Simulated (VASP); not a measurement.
Band structure of AgCl (rock salt). Level of theory: AM05 GGA, VASP's PBE PAW potentials (set 64) (plane waves; VASP).

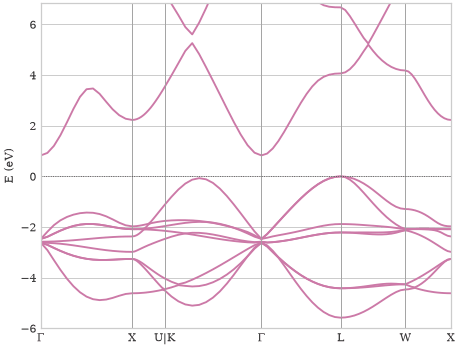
Bands along high-symmetry lines, zero at the valence-band maximum or, without a gap, the Fermi level

Problem. Read the plot: is there a gap, and where are the band edges?

Solution. The gap is indirect, 0.83 eV, from the valence maximum at L to the conduction minimum at Γ. (Edges off the drawn lines would not show.)

The compound is AgCl in the rock salt structure. It was relaxed first.
